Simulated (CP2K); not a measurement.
# A workflow on C2H6BN (SMILES BCN=C)

Wanted: a geometry optimisation (GFN2-xTB), then vibrational wavenumbers of C2H6BN. 

The results are computed with CP2K 2026.2.

4 further runs of the same task are left out: 1 that didn't finish, 3 set aside as unsound or not needed.

## 1. The structure to begin with

The species is C2H6BN (10 atoms), meant as a singlet with charge 0. SMILES: `BCN=C`. The shape is that of a GFN2-xTB optimisation. This is one conformer, not always the lowest. The run starts from this shape.

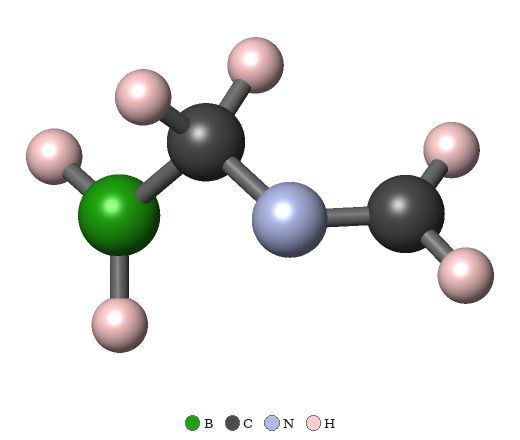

The structure, seen from a chosen angle (boron green, carbon dark grey, nitrogen light blue, hydrogen pink).

## 2. A geometry optimisation at GFN2-xTB (run 1)

Contents of gas.inp:

```
&FORCE_EVAL
  METHOD QS
  &DFT
    &QS
      METHOD XTB
      EPS_DEFAULT 1.0E-10
      &XTB
        GFN_TYPE TBLITE
        &TBLITE
          METHOD GFN2
        &END TBLITE
        CHECK_ATOMIC_CHARGES F
      &END XTB
    &END QS
    &POISSON
      PERIODIC NONE
      POISSON_SOLVER ANALYTIC
    &END POISSON
    &SCF
      SCF_GUESS ATOMIC
      EPS_SCF 1.0E-07
      MAX_SCF 150
      ADDED_MOS 4
      &DIAGONALIZATION
        ALGORITHM STANDARD
      &END DIAGONALIZATION
      &MIXING
        METHOD DIRECT_P_MIXING
        ALPHA 0.4
      &END MIXING
      &SMEAR ON
        METHOD FERMI_DIRAC
        ELECTRONIC_TEMPERATURE [K] 300
      &END SMEAR
    &END SCF
    &PRINT
      &MOMENTS
        PERIODIC F
        REFERENCE COM
        MAX_MOMENT 1
      &END MOMENTS
      &MULLIKEN OFF
      &END MULLIKEN
      &HIRSHFELD OFF
      &END HIRSHFELD
    &END PRINT
  &END DFT
  &SUBSYS
    &CELL
      ABC 13.7 13.4 12.8
      PERIODIC NONE
    &END CELL
    &COORD
      UNIT bohr
      B     -2.8448693     1.2956718    -0.6416754
      C      0.1242117     1.1744648    -0.5161976
      N      1.1062079    -0.1972496     1.5944753
      C      2.2461096    -2.2425380     1.2803272
      H     -3.7645801     2.2532149    -2.4042230
      H     -4.0860792     0.4533642     0.9713948
      H      0.9017017     0.4901950    -2.3309205
      H      0.7780569     3.1325990    -0.3070994
      H      2.9220079    -3.2486471     2.9222347
      H      2.6172329    -3.1110750    -0.5682973
    &END COORD
    &TOPOLOGY
      &CENTER_COORDINATES
      &END CENTER_COORDINATES
    &END TOPOLOGY
  &END SUBSYS
&END FORCE_EVAL

&MOTION
  &GEO_OPT
    OPTIMIZER BFGS
    MAX_ITER 100
    MAX_FORCE 1.0E-04
    RMS_FORCE 6.7E-05
  &END GEO_OPT
  &PRINT
    &TRAJECTORY
      &EACH
        GEO_OPT 1
      &END EACH
    &END TRAJECTORY
    &FORCES ON
      &EACH
        GEO_OPT 1
      &END EACH
    &END FORCES
    &RESTART OFF
    &END RESTART
    &RESTART_HISTORY OFF
    &END RESTART_HISTORY
  &END PRINT
&END MOTION

&GLOBAL
  PROJECT gas
  RUN_TYPE GEO_OPT
  PRINT_LEVEL LOW
&END GLOBAL
```

Command:

```sh
OMP_NUM_THREADS=1 cp2k.psmp -i gas.inp -o gas.out
```

The log of the run:

```text
CP2K| version string:                                       CP2K version 2026.2
[...]
 GLOBAL| Method name                                                        CP2K
[...]
 GLOBAL| Run type                                                        GEO_OPT
[...]
                             - Atoms:                                         10
[...]
                             - Spherical basis functions:                     22
[...]
 Number of electrons:                                                         22
[...]
  *** SCF run converged in    20 steps ***
[...]
 ENERGY| Total FORCE_EVAL ( QS ) energy [hartree]            -11.440504923359253
[...]
 OPT| Step number                                                              0
[...]
 OPT| Total energy [hartree]                                      -11.4405049234
[...]
 OPT| Step number                                                              1
[...]
 OPT| Total energy [hartree]                                      -11.4405051133
[...]
 ***                    GEOMETRY OPTIMIZATION COMPLETED                      ***
[...]
  *** SCF run converged in     1 steps ***
[...]
  Fermi energy:                                                -0.29587530078297
[...]
 TB_DIPOLE| Moment [Debye]         -0.16629211       0.26583457      -0.62781965
 TB_DIPOLE| Derivative [a.u.]       0.00000000       0.00000000       0.00000000
 ENERGY| Total FORCE_EVAL ( QS ) energy [hartree]            -11.440505113297913
[...]
```

It took 0.26 s on 1 thread of Arm Neoverse V2, shared host.

## 3. The harmonic vibrations at GFN2-xTB (run 2)

Contents of molecule.xyz:

```xyz
10

B      5.652576     7.416608     5.923503
C      7.223865     7.352135     5.989818
N      7.743465     6.626215     7.106754
C      8.346470     5.543946     6.940428
H      5.165939     7.923175     4.990448
H      4.995746     6.970388     6.777138
H      7.635051     6.990067     5.029342
H      7.569550     8.388460     6.100409
H      8.704218     5.011713     7.809336
H      8.543119     5.084341     5.962234
```

Contents of calc.py:

```python
import numpy as np
from ase.io import read
from ase.calculators.cp2k import CP2K
from ase.vibrations import Vibrations
from ase.thermochemistry import IdealGasThermo

atoms = read("molecule.xyz")
atoms.set_cell([13.7, 13.4, 12.8])
atoms.center()
template = """
&FORCE_EVAL
  METHOD Quickstep
  &DFT
    CHARGE 0
    MULTIPLICITY 1
    &QS
      METHOD XTB
      EPS_DEFAULT 1.0E-10
      &XTB
        GFN_TYPE TBLITE
        &TBLITE
          METHOD GFN2
        &END TBLITE
        CHECK_ATOMIC_CHARGES F
      &END XTB
    &END QS
    &POISSON
      PERIODIC NONE
      POISSON_SOLVER ANALYTIC
    &END POISSON
    ! self-consistent field
    &SCF
      SCF_GUESS ATOMIC
      EPS_SCF 1.0E-08
      MAX_SCF 150
      ADDED_MOS 4
      &DIAGONALIZATION
        ALGORITHM STANDARD
      &END DIAGONALIZATION
      &MIXING
        METHOD DIRECT_P_MIXING
        ALPHA 0.4
      &END MIXING
      &SMEAR ON
        METHOD FERMI_DIRAC
        ELECTRONIC_TEMPERATURE [K] 300
      &END SMEAR
    &END SCF
    ! extra output
    &PRINT
      &MOMENTS
        PERIODIC F
        REFERENCE COM
        MAX_MOMENT 1
      &END MOMENTS
      &MULLIKEN OFF
      &END MULLIKEN
      &HIRSHFELD OFF
      &END HIRSHFELD
    &END PRINT
  &END DFT
  &SUBSYS
  &END SUBSYS
&END FORCE_EVAL
"""
calc = CP2K(command="cp2k.psmp -s", label="qs", inp=template, basis_set=None, basis_set_file=None, potential_file=None, pseudo_potential=None, xc=None, cutoff=None, max_scf=None, charge=None, uks=False,
            force_eval_method=None, print_level="LOW", poisson_solver=None, stress_tensor=False)
atoms.calc = calc
energy = atoms.get_potential_energy()
print(f"energy {energy:.6f} eV")
vib = Vibrations(atoms, delta=0.005)
vib.run()
vib.summary()
modes = vib.get_energies()[-24:]
thermo = IdealGasThermo(vib_energies=modes, potentialenergy=energy, atoms=atoms, geometry="nonlinear", symmetrynumber=1, spin=0, ignore_imag_modes=True)
thermo.get_gibbs_energy(temperature=200, pressure=101325.0)
```

Command:

```sh
OMP_NUM_THREADS=1 python calc.py
```

The log of the run:

```text
energy -311.311976 eV
---------------------
  #    meV     cm^-1
---------------------
  0    1.1i      8.7i
  1    0.6i      5.2i
  2    0.4i      3.2i
  3    0.0i      0.0i
  4    0.0       0.1
  5    0.0       0.1
  6   11.7      94.4
  7   21.3     172.2
  8   39.3     316.7
  9   50.6     407.9
 10   75.2     606.6
 11   86.3     695.8
 12   97.6     786.8
 13  107.2     864.7
 14  117.5     947.3
 15  120.9     974.7
 16  130.5    1052.4
 17  137.7    1110.4
 18  146.0    1178.0
 19  147.9    1193.2
 20  157.2    1268.0
 21  174.9    1410.8
 22  177.1    1428.4
 23  217.2    1752.1
 24  329.5    2657.6
 25  335.8    2708.2
 26  346.4    2793.9
 27  352.0    2839.0
 28  360.0    2904.0
 29  381.1    3074.0
---------------------
Zero-point energy: 2.060 eV
Enthalpy components at T = 200.00 K:
===============================
Enthalpy components at T = 200.00 K:
===============================
E_pot               -311.312 eV
E_ZPE                  2.060 eV
Cv_trans (0->T)        0.026 eV
Cv_rot (0->T)          0.026 eV
Cv_vib (0->T)          0.031 eV
-------------------------------
U                   -309.169 eV
===============================
(C_v -> C_p)           0.017 eV
-------------------------------
H                   -309.152 eV
===============================

Entropy components at T = 200.00 K and P = 101325.0 Pa:
=================================================
{"":15s}{"S":13s}     {"T*S:13s}
S_trans (1 bar)    0.0015599 eV/K        0.312 eV
S_rot              0.0009822 eV/K        0.196 eV
S_elec             0.0000000 eV/K        0.000 eV
S_vib              0.0002600 eV/K        0.052 eV
S (1 bar -> P)    -0.0000011 eV/K       -0.000 eV
-------------------------------------------------
S                  0.0028010 eV/K        0.560 eV
=================================================

Free energy components at T = 200.00 K and P = 101325.0 Pa:
=======================
    H       -309.152 eV
 -T*S         -0.560 eV
-----------------------
    G       -309.712 eV
=======================
```

qs.out:

```text
CP2K| version string:                                       CP2K version 2026.2
 CP2K| Input file name                                                    qs.inp

 GLOBAL| Basis set file name                                           BASIS_SET
 GLOBAL| Potential file name                                           POTENTIAL
 GLOBAL| Coordinate file name                                      __STD_INPUT__
 GLOBAL| Method name                                                        CP2K
 GLOBAL| Project name                                                         qs
 GLOBAL| Run type                                                   ENERGY_FORCE
 GLOBAL| FFT library                                                       FFTW3
 GLOBAL| Diagonalization library                                       ScaLAPACK
 GLOBAL| Global print level                                                  LOW
 GLOBAL| Total number of message passing processes                             1
 GLOBAL| Number of threads for this process                                    1
 GLOBAL| CPU model name                                                  UNKNOWN

 GENERATE|  Preliminary Number of Bonds generated:                             0
 GENERATE|  Achieved consistency in connectivity generation.

[... 97 lines left out ...]
  Repulsive potential energy:                                   0.16283796532787
[... 29 lines left out ...]
  Step     Update method      Time    Convergence         Total energy    Change
[... 29 lines left out ...]
 TB_DIPOLE| Moment [a.u.]          -0.07364278       0.10436723      -0.24679463
[... 42 lines left out ...]
  Total energy (extrapolated to T->0):                        -11.44048836691365
[... 42 lines left out ...]
  Electronic entropic energy:                                  -0.00000000000000
[... 42 lines left out ...]
  Electrostatic energy:                                         0.04135416646607
[... 42 lines left out ...]
  *** SCF run converged in    11 steps ***
[... 16 lines left out ...]
 TB_DIPOLE| Moment [Debye]         -0.16470501       0.26790801      -0.63896418
[... 43 lines left out ...]
 TB_DIPOLE| Dipole type                                             non-periodic
[... 41 lines left out ...]
  Fermi energy:                                                -0.29549466370770
[... 1 line left out ...]
  Total energy:                                               -11.44048710309039
  Total energy (extrapolated to T->0):                        -11.44048710309039

 TB_DIPOLE| Dipole type                                             non-periodic
 TB_DIPOLE| Ref. Point [Bohr]      13.75371011      12.68960653      12.25170455
 TB_DIPOLE| Moment [a.u.]          -0.06203345       0.10367954      -0.24680085
 TB_DIPOLE| Moment [Debye]         -0.15767329       0.26352708      -0.62730514
 TB_DIPOLE| Derivative [a.u.]       0.00000000       0.00000000       0.00000000

 ENERGY| Total FORCE_EVAL ( QS ) energy [hartree]            -11.440487103090391

 Extrapolation method: ASPC

 Number of electrons:                                                         22
 Number of occupied orbitals:                                                 11
 Number of molecular orbitals:                                                22

 Number of orbital functions:                                                 22
 Number of independent orbital functions:                                     22

 SCF WAVEFUNCTION OPTIMIZATION

  Step     Update method      Time    Convergence         Total energy    Change
  ------------------------------------------------------------------------------
     1 TBLite/Diag 0.40E+00    0.0     0.00952670       -11.4404850185 -1.14E+01
     2 TBLite/Diag 0.40E+00    0.0     0.00197367       -11.4404864317 -1.41E-06
     3 TBLite/Diag 0.40E+00    0.0     0.00149710       -11.4404868015 -3.70E-07
     4 TBLite/Diag 0.40E+00    0.0     0.00081483       -11.4404872773 -4.76E-07
     5 TBLite/Diag 0.40E+00    0.0     0.00014410       -11.4404873011 -2.39E-08
     6 TBLite/Diag 0.40E+00    0.0     0.00004532       -11.4404873057 -4.53E-09
     7 TBLite/Diag 0.40E+00    0.0     0.00000267       -11.4404873057 -1.87E-11
```

Run time: 2.6 s. Hardware: 1 thread of Arm Neoverse V2, shared host.

## 4. Results

| quantity | value |
| --- | --- |
| run 1, GFN2-xTB: total energy at the end | -11.44051 Eh |
| run 1, GFN2-xTB: dipole moment (from atomic charges alone) | 0.70 D |
| run 2, GFN2-xTB: total energy | -11.44050 Eh |
| run 2, GFN2-xTB: lowest harmonic wavenumber | 94 cm⁻¹ |
| run 2, GFN2-xTB: highest harmonic wavenumber | 3074 cm⁻¹ |
| run 2, GFN2-xTB: zero-point energy | 198.8 kJ/mol |
| run 2, GFN2-xTB: ideal-gas entropy at 200 K (symmetry number 1 as used) | 64.6 cal/(mol K) |

**Reading.** The dipole (run 1, GFN2-xTB) comes from point charges on the atoms alone, without atomic dipoles, so it is partial. The optimisation (run 1, GFN2-xTB) took 1 steps and changed the energy by -0.000 eV. All 24 modes (run 2, GFN2-xTB) are real, so the shape is a minimum at this level.
